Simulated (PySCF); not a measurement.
**C$_{2}$H$_{8}$Al$_{2}$O$_{3}$ (SMILES [CH3][Al]([CH3])[O][Al]([OH])[OH]): density, localisation and related maps**

The calculation's input:

```
{"job": {"kind": "nmr", "xc": "PBE0", "basis": "pcSseg-1"}, "charge": 0, "multiplicity": 1}
O      0.112058     2.347320     2.864646
Al    -0.704378     1.934965     1.436665
O     -2.031595     2.924244     1.066547
O     -0.234396     0.641468     0.455237
Al     0.240591    -0.676695    -0.517823
C      1.982216    -0.570551    -1.395428
C     -0.984792    -2.190969    -0.661592
H      0.892444     1.896481     3.185969
H     -2.598103     2.789459     0.307103
H      2.152050    -1.384289    -2.117960
H      2.794971    -0.617223    -0.649621
H      2.106118     0.387783    -1.927022
H     -0.664080    -2.931451    -1.411247
H     -1.071403    -2.716844     0.305188
H     -2.003163    -1.859205    -0.925360
```

Launched as:

```sh
OMP_NUM_THREADS=1 python cluster_run.py task.json out
```

Geometry: PBE0-D3(BJ)/def2-SVP.

Level of theory: PBE0/pcSseg-1, SCF density, gas phase, non-relativistic in PySCF 2.14.0.

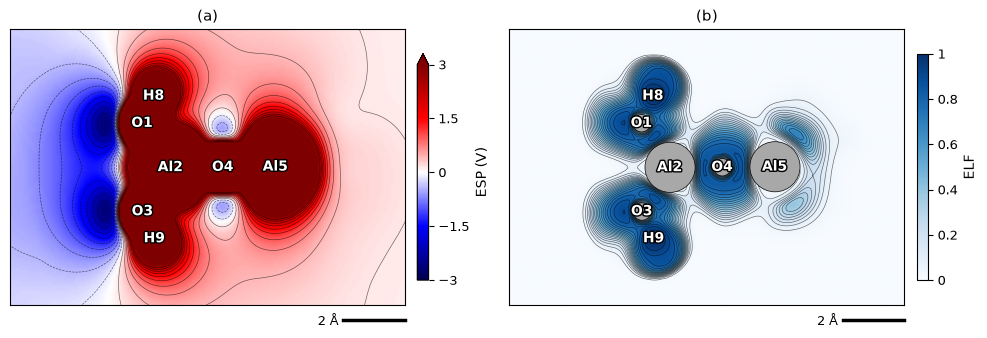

Figure 1. (a) molecular electrostatic potential; (b) electron localisation function on the plane of atoms Al2, O1 and H8. Grey discs cover the atomic cores in the ELF map.

Q: What does the map show?

A: The section cuts through O, Al and H sites. Al–O (1.69 Å): the ELF peaks at about 0.85 in the valence shell of O, 0.6 Å from its nucleus, and is about 0.45 at the midpoint. O–H (0.96 Å): the ELF climbs to about 1 towards the hydrogen, as it does in any bond to H; a covalent bond by its length. The ELF also peaks beside O3 and O1, away from the bonds: lone-pair regions. Outside the dense part of the molecule the potential is most negative (−2.6 V) near O3.

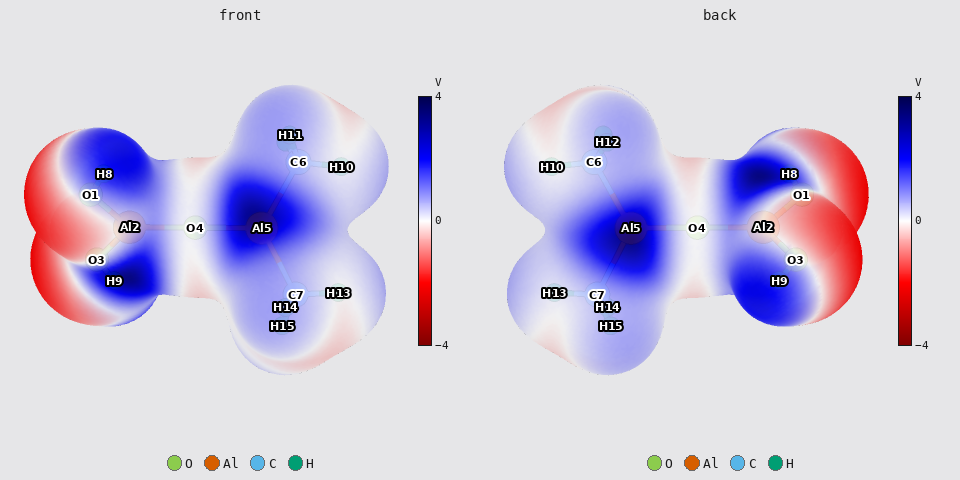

Figure 2. The molecular electrostatic potential painted on the density surface at 0.002 e/bohr³, seen from the front and from behind; the colour scale runs from red (negative) to blue (positive).

Q: Which sites attract a positive test charge, and which a negative one?

A: A positive charge is drawn to the negative regions and a negative charge to the positive ones. The most negative region (about −2.0 V) lies over O1 and O3, the most positive (about +3.3 V) over Al2 and Al5.
